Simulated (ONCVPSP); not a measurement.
Pseudopotential generation for Cr

System: chromium (Cr, Z = 24), core [Ne], reference valence 3s2 3p6 3d5.5 4s0.5, valence charge 14.
Method: ONCV potential, LDA (Perdew-Zunger), scalar-relativistic, made with ONCVPSP 4.0.1.

**Key numbers**

- outcome: generated
- cutoffs needed: 29 Ha and 34 Ha (the cutoffs at which the residual kinetic energy of the hardest occupied pseudo-wave falls to 1 and 0.1 mHa per electron)
- ghost test: no bound ghost flagged; GHOST(+) flagged for s at 172.6 eV
- configuration tests: 1 of 4 tests not solved
- rms error of d²Exc/dni dnj: 2.77 mHa without and 0.77 mHa with the model core
- largest excitation error among the tests solved: +13 meV (all-electron minus pseudo) for 3s2 3p6 3d5 4s0 4p1
- range over which the phases arctan(r R′/R) at the test radius agree within 0.05 rad (a looser test near the poles than one of phase shifts): s: over the whole range computed; p: up to about 4.2 Ha; d: over the whole range computed; f: not judged, local potential alone
- hardware: 1 CPU thread, shared host
- wall time: 4.3 s

**Notes**

Warnings of the program, in the generation or the tests: psatom: WARNING lschvkbb convergence error n,l,iter= 3 2 3.

**Input file**
```
# ATOM AND REFERENCE CONFIGURATION
# atsym  z   nc   nv     iexc    psfile
  Cr 24.00    3    4        3      upf
#
#   n    l    f
    1    0    2.00
    2    0    2.00
    2    1    6.00
    3    0    2.00
    3    1    6.00
    3    2    5.50
    4    0    0.50
#
# PSEUDOPOTENTIAL AND OPTIMIZATION
# lmax
    2
#
#   l,   rc,      ep,       ncon, nbas, qcut
    0    1.55    0.00    4    8    8.30
    1    1.05    0.00    4    9    7.80
    2    1.90    0.00    4    8    9.70
#
# LOCAL POTENTIAL
# lloc, lpopt,  rc(5),   dvloc0
    4    5    0.65    0.00
#
# VANDERBILT-KLEINMAN-BYLANDER PROJECTORs
# l, nproj, debl
    0    2    3.50
    1    1    0.30
    2    3    1.80
#
# MODEL CORE CHARGE
# icmod, fcfact, rcfact
    2    0.35    0.85
#
# LOG DERIVATIVE ANALYSIS
# epsh1, epsh2, depsh
   -4.00    5.00    0.02
#
# OUTPUT GRID
# rlmax, drl
    6.00    0.01
#
# TEST CONFIGURATIONS
# ncnf
    4
# nvcnf
#   n    l    f
    4
    3    0    2.00
    3    1    6.00
    3    2    5.00
    4    0    1.00
#
    4
    3    0    2.00
    3    1    6.00
    3    2    5.00
    4    0    0.00
#
    4
    3    0    2.00
    3    1    6.00
    3    2    4.00
    4    0    0.00
#
    5
    3    0    2.00
    3    1    6.00
    3    2    5.00
    4    0    0.00
    4    1    1.00
#
```

Launched with:
```bash
oncvpsp.x < Cr.dat > Cr.out
```

**The program's output (extracts)**
```
ONCVPSP  (Optimized Norm-Conservinng Vanderbilt PSeudopotential)
scalar-relativistic version 4.0.1

#   n    l    f        energy (Ha)
    1    0    2.00    -2.1555253E+02
    2    0    2.00    -2.4402415E+01
    2    1    6.00    -2.0538318E+01
    3    0    2.00    -2.6542083E+00
    3    1    6.00    -1.6191444E+00
    3    2    5.50    -7.8783783E-02
    4    0    0.50    -1.4355032E-01

Reference configufation results
  iterations    33
  all-electron total energy (Ha)   -1.04845137D+03

Begin loop to  construct optimized pseudo wave functions
and semi-local pseudopoentials for all angular momenta

Calculating optimized projector #   1

 for l=   0

    Fraction of norm inside rc  0.953069
    Optimizing pswf for qcut=   8.31 a_B^-1,  ecut=  34.51 Ha
    Residual kinetic energy error=  5.11D-07 Ha

    Energy error per electron        Cutoff
         Ha          eV             Ha
         0.01000     0.27211       10.80
         0.00100     0.02721       21.03
         0.00010     0.00272       26.18
         0.00001     0.00027       30.00

Calculating optimized projector #   2

 for l=   0

    Fraction of norm inside rc  0.039554
    Optimizing pswf for qcut=   8.31 a_B^-1,  ecut=  34.51 Ha
    Residual kinetic energy error=  5.35D-07 Ha

    Energy error per electron        Cutoff
         Ha          eV             Ha
         0.01000     0.27211        5.13
         0.00100     0.02721       16.35
         0.00010     0.00272       24.12
         0.00001     0.00027       29.23

Calculating optimized projector #   1

 for l=   1

    Fraction of norm inside rc  0.641885
    Optimizing pswf for qcut=   7.81 a_B^-1,  ecut=  30.53 Ha
    Residual kinetic energy error=  1.03D-04 Ha

    Energy error per electron        Cutoff
         Ha          eV             Ha
         0.01000     0.27211       19.65
         0.00100     0.02721       25.01
         0.00010     0.00272       31.55
         0.00001     0.00027      217.62

   Wellstate for l =  2  n =  5
     eigenvalue =   1.7212
     asymptotic potential =   2.2212
     half-point radius =  4.0143

   Wellstate for l =  2  n =  6
     eigenvalue =   3.5212
     asymptotic potential =   4.0212
     half-point radius =  3.7631

Calculating optimized projector #   1

 for l=   2

    Fraction of norm inside rc  0.712927
    Optimizing pswf for qcut=   9.70 a_B^-1,  ecut=  47.01 Ha
    Residual kinetic energy error=  1.46D-05 Ha

    Energy error per electron        Cutoff
         Ha          eV             Ha
         0.01000     0.27211       24.22
         0.00100     0.02721       29.48
         0.00010     0.00272       33.99
         0.00001     0.00027       90.00

Calculating optimized projector #   2

 for l=   2

    Fraction of norm inside rc  0.157339
    Optimizing pswf for qcut=   9.70 a_B^-1,  ecut=  47.01 Ha
    Residual kinetic energy error=  1.84D-07 Ha

    Energy error per electron        Cutoff
         Ha          eV             Ha
         0.01000     0.27211       26.41
         0.00100     0.02721       32.66
         0.00010     0.00272       37.71
         0.00001     0.00027       41.59

Calculating optimized projector #   3

 for l=   2

    Fraction of norm inside rc  0.166304
    Optimizing pswf for qcut=   9.70 a_B^-1,  ecut=  47.01 Ha
    Residual kinetic energy error=  3.38D-06 Ha

    Energy error per electron        Cutoff
         Ha          eV             Ha
         0.01000     0.27211       30.25
         0.00100     0.02721       36.71
         0.00010     0.00272       41.48
         0.00001     0.00027       45.48

Construct Vanderbilt / Kleinmman-Bylander projectors

B matrix Hermiticity error, ll=   0
   1   2    1.7502E-04

  Orthonormal projector coefficients  1.8637E+01  1.8449E+00

B matrix Hermiticity error, ll=   2
   1   2   -1.0647E-04
   1   3    1.3389E-04
   2   3    9.5932E-05

  Orthonormal projector coefficients  6.3054E+00 -2.9233E+00 -2.5666E+00

Model core correction analysis
  based on d2Exc/dn_idn_j

d2excae - all-electron derivatives

   -3.921384D-02   -3.627792D-02   -2.204389D-02   -1.961497D-03
   -3.627847D-02   -3.445731D-02   -2.189049D-02   -2.510542D-03
   -2.204466D-02   -2.189074D-02   -1.960788D-02   -1.121883D-02
   -1.961486D-03   -2.510352D-03   -1.121011D-02   -3.230922D-02

d2excps - pseudofunction derivatives with no core correction

   -4.747582D-02   -4.038219D-02   -2.226536D-02   -2.539146D-03
   -4.038284D-02   -3.803535D-02   -2.344600D-02   -2.746444D-03
   -2.226562D-02   -2.344622D-02   -2.121351D-02   -1.113905D-02
   -2.539271D-03   -2.746278D-03   -1.113034D-02   -3.234472D-02

rms 2nd derivative error    2.773327E-03

amplitude prefactor, scale prefactor
   10.2770    1.1887

d2excps - pseudofunction derivatives with core correction

   -3.743696D-02   -3.546344D-02   -2.127916D-02   -1.959390D-03
   -3.546336D-02   -3.504651D-02   -2.274932D-02   -2.470250D-03
   -2.127924D-02   -2.274948D-02   -2.102326D-02   -1.108569D-02
   -1.959337D-03   -2.470063D-03   -1.107698D-02   -3.231109D-02

rms 2nd derivative error    7.713611E-04

Pseudoatom total energy  -85.673945

Diagnostic tests using Vanderbilt-Kleinman-Bylander pseudopotentials
  1 or more projectors used as specified by nproj input data

   l    rcore       rmatch      e in        delta e   norm test  slope test

   0   1.5580113   1.6053159  -2.6542083   0.0000022   1.0001412   1.0001295
   0   1.5580113   1.6053159  -0.1435503   0.0000022   1.0000286   1.0000235

   1   1.0560922   1.0881575  -1.6191444  -0.0000303   0.9999952   1.0000302

   2   1.9094221   1.9673963  -0.0787838  -0.0000003   1.0000736   1.0000750
   2   1.9094221   1.9673963   1.7212162   0.0000244   1.0001414   1.0001414
   2   1.9094221   1.9673963   3.5212162   0.0000223   1.0002232   1.0002232

 Testing for bound ghosts
   n   l    E NL Schr. Eq   E Basis Diag.   E Cutoff

   1   0       -2.654206       -2.654203    108.84
   2   0       -0.143548       -0.040832    108.84

   2   1       -1.619175       -1.616756    270.94

   3   2       -0.078784       -0.074468    121.53

 Testing for highly-localized positive-energy ghosts
       l    <radius>/rc     E Basis Diag.   E Cutoff

       0        0.587953        6.344534    108.84  WARNING - GHOST(+)

Test configuration 0

   n   l     f        eae           eps        diff
   1   0  2.0000 -215.55252840
   2   0  2.0000  -24.40241540
   2   1  6.0000  -20.53831838
   3   0  2.0000   -2.65420831   -2.65420611    2.20D-06
   3   1  6.0000   -1.61914441   -1.61917473   -3.03D-05
   3   2  5.5000   -0.07878378   -0.07878409   -3.05D-07
   4   0  0.5000   -0.14355032   -0.14354808    2.24D-06

    Total energies and differences
      AE_ref= -1.04845137D+03  AE_tst= -1.04845137D+03  dif=  0.00D+00
      PS_ref= -8.56739451D+01  PS_tst= -8.56739451D+01  dif=  1.14D-13
      PSP excitation error= -1.14D-13

Test configuration 1

   n   l     f        eae           eps        diff
   1   0  2.0000 -215.59853246
   2   0  2.0000  -24.45597452
   2   1  6.0000  -20.59110552
   3   0  2.0000   -2.70327550   -2.70265135    6.24D-04
   3   1  6.0000   -1.66652664   -1.66642954    9.71D-05
   3   2  5.0000   -0.11505606   -0.11484150    2.15D-04
   4   0  1.0000   -0.15429491   -0.15449992   -2.05D-04

    Total energies and differences
      AE_ref= -1.04845137D+03  AE_tst= -1.04847765D+03  dif= -2.63D-02
      PS_ref= -8.56739451D+01  PS_tst= -8.57004127D+01  dif= -2.65D-02
      PSP excitation error=  1.84D-04

Test configuration 2

   n   l     f        eae           eps        diff
   1   0  2.0000 -215.86007584
   2   0  2.0000  -24.70777639
   2   1  6.0000  -20.84379166
   3   0  2.0000   -2.96327473   -2.96316942    1.05D-04
   3   1  6.0000   -1.92781314   -1.92769173    1.21D-04
   3   2  5.0000   -0.37346507   -0.37354700   -8.19D-05

    Total energies and differences
      AE_ref= -1.04845137D+03  AE_tst= -1.04821523D+03  dif=  2.36D-01
      PS_ref= -8.56739451D+01  PS_tst= -8.54379189D+01  dif=  2.36D-01
      PSP excitation error=  1.09D-04

Test configuration 3

psatom: WARNING lschvkbb convergence error n,l,iter=   3   2   3
ea(ii),et,emin,emax -7.878409E-02 -8.666250E-02 -8.666250E-02 -8.666250E-02
run_config: WARNING for fully non-local PS atom, stg. 1
 WARNING no output for configuration 4

Test configuration 4

   n   l     f        eae           eps        diff
   1   0  2.0000 -215.65000854
   2   0  2.0000  -24.50308616
   2   1  6.0000  -20.63852852
   3   0  2.0000   -2.75467811   -2.75384793    8.30D-04
   3   1  6.0000   -1.71840831   -1.71777342    6.35D-04
   3   2  5.0000   -0.16490676   -0.16429951    6.07D-04
   4   1  1.0000   -0.06786532   -0.06801643   -1.51D-04

    Total energies and differences
      AE_ref= -1.04845137D+03  AE_tst= -1.04835992D+03  dif=  9.15D-02
      PS_ref= -8.56739451D+01  PS_tst= -8.55829799D+01  dif=  9.10D-02
      PSP excitation error=  4.88D-04
```

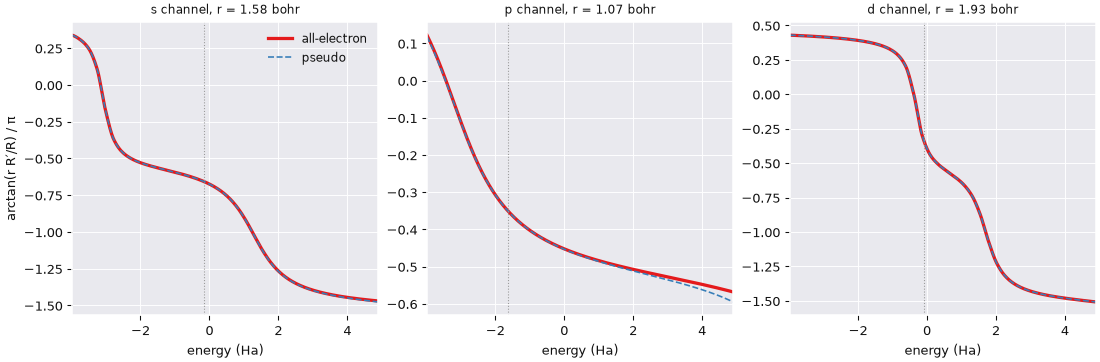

Unwrapped phase arctan(r R′/R) in units of π against energy, all-electron (solid) and pseudo (dashed); the pseudo phase is matched to the all-electron one at the reference energy. Here R(r) is the radial function. The dotted line marks the reference energy of the channel. Not drawn: f: not judged.

- Poles, where the radial function vanishes at the test radius: s: all-electron at -2.3 Ha, pseudo at -2.3 Ha; p: all-electron at 1.7 Ha, pseudo at 1.5 Ha; d: all-electron at 0.3 and 4.6 Ha, pseudo at 0.3 and 4.6 Ha.
- Range over which the phases agree within 0.05 rad: s: over the whole range drawn; p: up to about 4.2 Ha; d: over the whole range drawn.
- Ghost states: the plot shows none: the two phases stay within 0.09 rad of each other in all channels drawn. The separate test gives: no bound ghost flagged; GHOST(+) flagged for s at 172.6 eV.

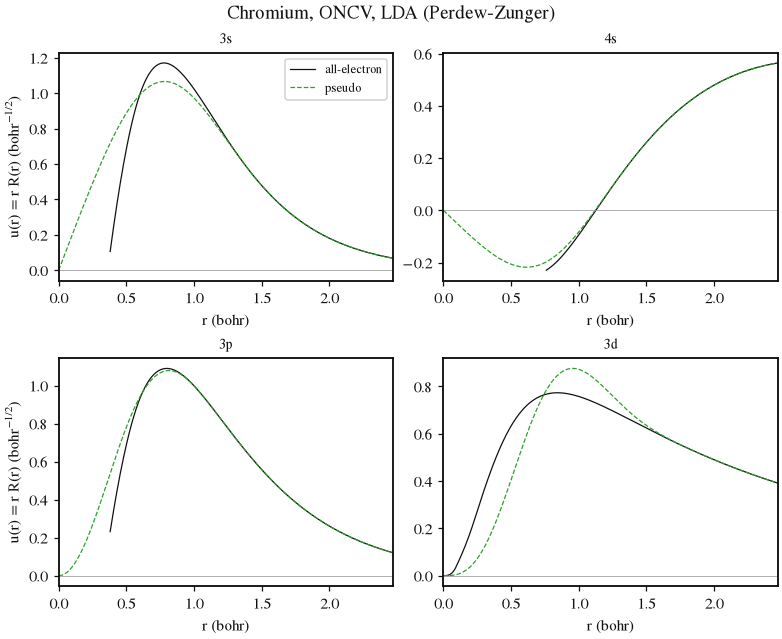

All-electron valence functions (solid) with their pseudo partners (dashed). The innermost oscillations of some all-electron curves aren't drawn. Reference configuration 3s2 3p6 3d5.5 4s0.5.

- Matching radii: 3s at 1.55 bohr; 4s at 1.55 bohr; 3p at 1.05 bohr; 3d at 1.90 bohr. The curves merge smoothly, so the plot gives these only roughly.
- Nodes of the pseudo-waves: 3s has no node; 4s has a node at about 1.1 bohr; 3p has no node; 3d has no node. A node in 4s is expected, since a lower shell of the same l is also in the valence and the two must stay orthogonal.
- Cutoffs needed: 29 Ha (loose) and 34 Ha (tight), as the cutoffs at which the residual kinetic energy of the hardest occupied pseudo-wave falls to 1 and 0.1 mHa per electron.

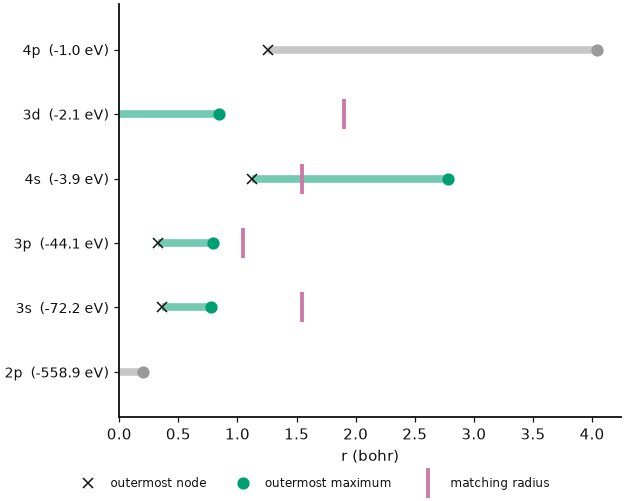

Outer shells of the all-electron reference atom: each bar runs from the outermost node (or the nucleus) to the outermost maximum of u(r); the tick is the radius chosen for the pseudo-wave. Shells without a tick have no pseudo-wave of their own. Levels, nodes and maxima are from ld1.x, scalar-relativistic.

- Radii against the shells: 3s: 1.55 bohr, outside the maximum; 3p: 1.05 bohr, outside the maximum; 4s: 1.55 bohr, between node and maximum; 3d: 1.90 bohr, outside the maximum.

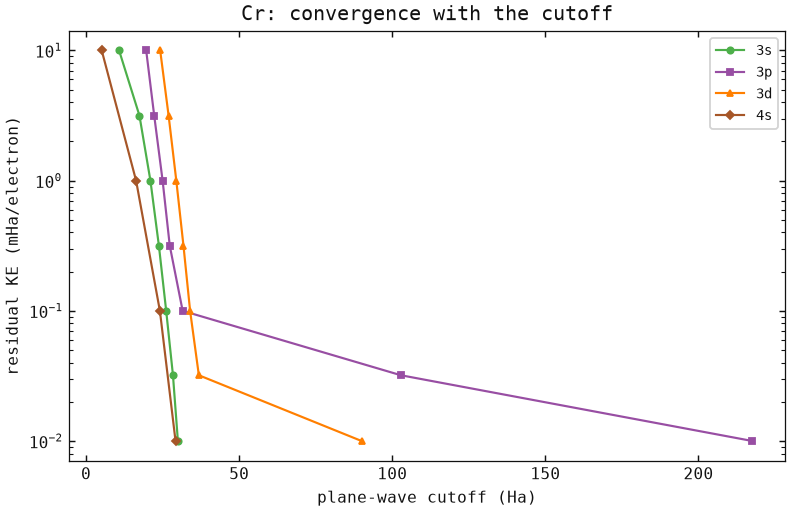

Residual kinetic energy of the pseudo-waves (the first of each channel, and further valence shells) beyond the plane-wave cutoff, as the generator prints it.

- Cutoffs for 1 mHa per electron: 3d: 29 Ha; 3p: 25 Ha; 3s: 21 Ha; 4s: 16 Ha.
- Cutoffs for the occupied states: 29 Ha for 1 mHa and 34 Ha for 0.1 mHa per electron. The first is set by 3d.
- Hardest wave at 1 mHa per electron: 3d, with rc = 1.90 bohr and qcut = 9.7 1/bohr. The optimisation minimises, but can't always remove, the kinetic energy above qcut²/2 = 47.0 Ha, and a larger rc would as a rule soften the wave at some cost in transferability.

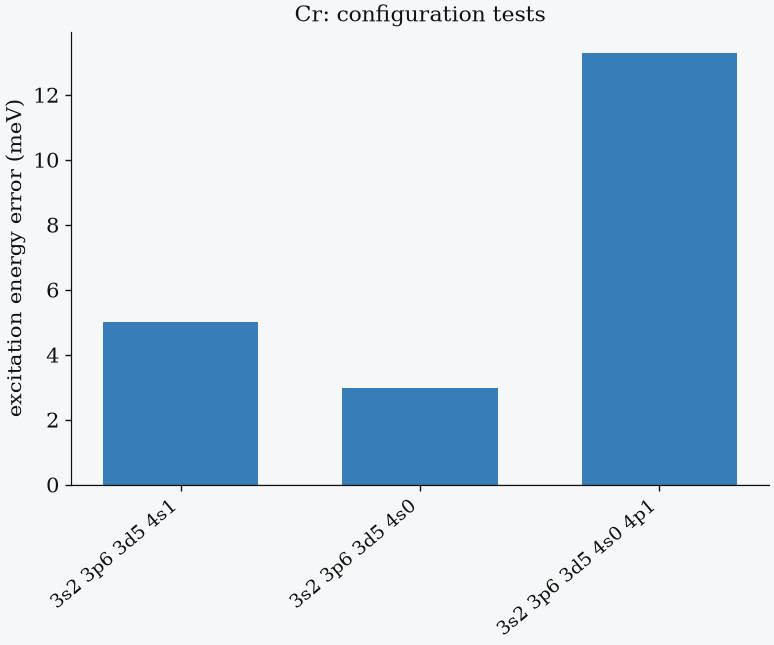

Errors, all-electron minus pseudo, of the energies of valence configurations relative to the unpolarised reference 3s2 3p6 3d5.5 4s0.5. Not all tests gave a result: 1 of 4 tests not solved.

- Worst configuration: 3s2 3p6 3d5 4s0 4p1 (neutral): the error is +13 meV on an all-electron energy of +2.49 eV relative to the reference, or 0.53 %.
- Errors in meV: 3s2 3p6 3d5 4s1: +5.0; 3s2 3p6 3d5 4s0: +3.0; 3s2 3p6 3d5 4s0 4p1: +13.
- Configurations within 10 meV and within 50 meV: 2 and 3 of 3.
